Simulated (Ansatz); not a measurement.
# CH₆BClGe (SMILES C[B](Cl)[GeH3]): what the fields show

```xyz
10

C    -1.1098   -0.8186   -0.5385
B     0.2785   -0.7152    0.1712
Cl    1.7235   -1.3785   -0.6162
Ge    0.5594    0.1861    2.0318
H    -1.8593   -1.2457    0.1431
H    -1.1078   -1.3920   -1.4709
H    -1.4735    0.1977   -0.7574
H     1.0413   -0.8584    3.0697
H    -0.7383    0.8284    2.5840
H     1.6431    1.2894    1.9610
```

Geometry: B3LYP/6-31G*.

Computed with Ansatz, isolated molecule in a Gaussian basis; Kohn-Sham density functional theory, functional PBE0.

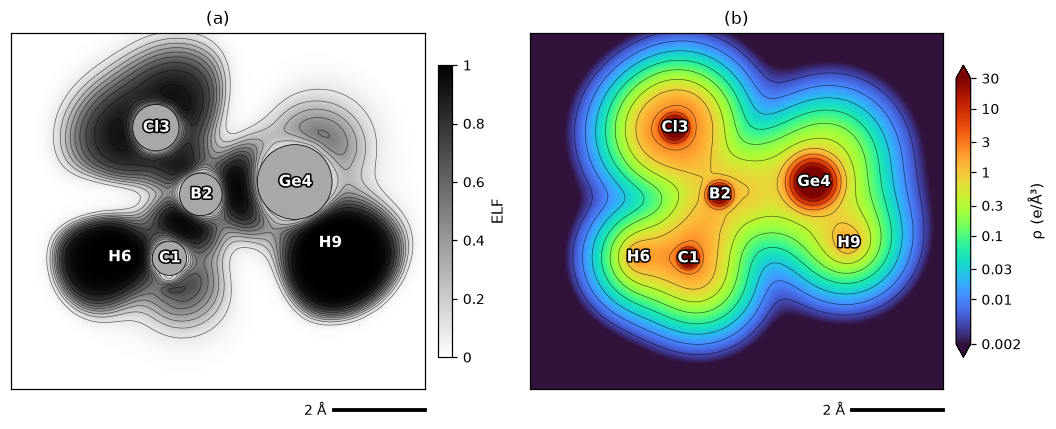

Figure 1. (a) ELF; (b) electron density on the plane of atoms B2, C1 and H6. Grey discs cover the atomic cores in the ELF map.

> What does the map show?

The section cuts through C, B, Cl, Ge and H sites. C–B (1.56 Å): the density is about 1.5 e/Å³ at the midpoint; the ELF peaks at about 0.95 between the atoms; localised, covalent bonding. B–Cl (1.77 Å): the density is about 1.3 e/Å³ at the midpoint; the ELF peaks at about 0.90 between the atoms (a polar covalent bond). Ge–B (2.09 Å): the density is about 0.75 e/Å³ at the midpoint; the ELF peaks at about 1 between the atoms; a covalent bond. C–H (1.09 Å): the density is about 2 e/Å³ at the midpoint; the ELF climbs to about 1 towards the hydrogen, as it does in any bond to H: a covalent bond by its length. Ge–H (1.55 Å): ρ at the midpoint is about 1 e/Å³; the ELF climbs to about 1 towards the hydrogen. The ELF also peaks beside Cl3, away from the bonds: lone-pair regions.

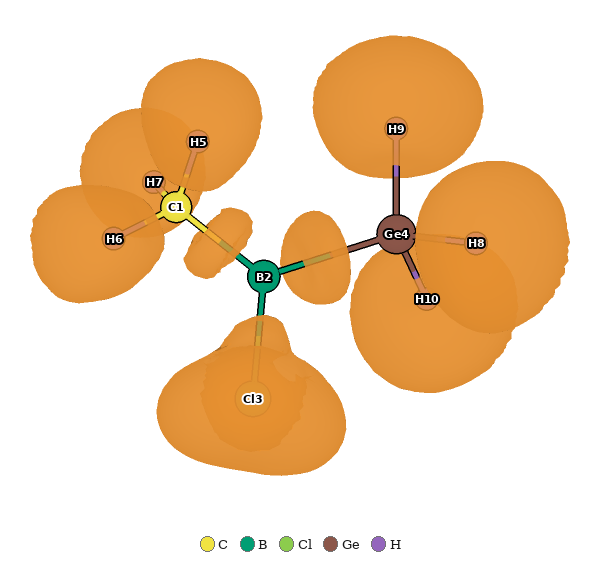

Figure 2. Isosurface of the electron localisation function at 0.8 (orange), seen at a tilt. Core shells and regions of very low density are left out.

> Identify the bonds, lone pairs and shells in this picture.

The ELF exceeds this value in one region between bonded B–C atoms (shared pairs), one region between bonded B–Ge atoms (shared pairs), six regions around hydrogen nuclei and one region on Cl in which the atom's valence shell and bonds are merged.

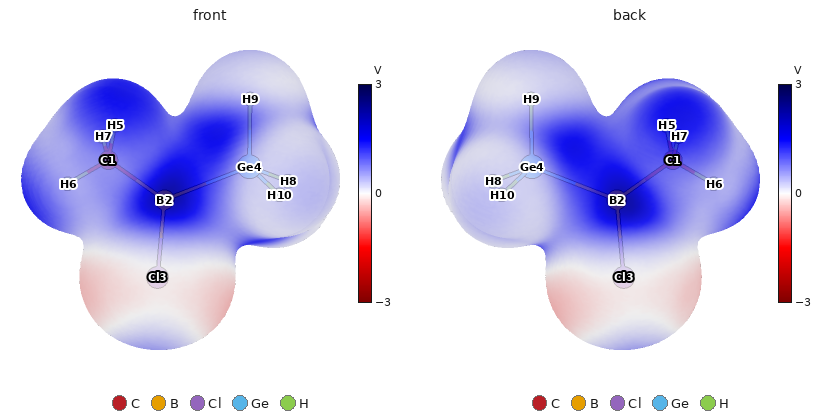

Figure 3. The molecular electrostatic potential painted on the density surface at 0.004 e/bohr³, seen from the front and from behind; red is negative and blue positive.

> Which sites attract a positive test charge, and which a negative one?

A positive charge is drawn to the negative regions and a negative charge to the positive ones. The most negative region (about −0.4 V) lies over Cl3, the most positive (about +2.1 V) over B2. Cl3 shows a σ-hole: about +0.5 V at the tip opposite its bond, against about −0.2 V on its flanks.

> How polar is the molecule by this calculation?

Its dipole moment is 1.43 D.
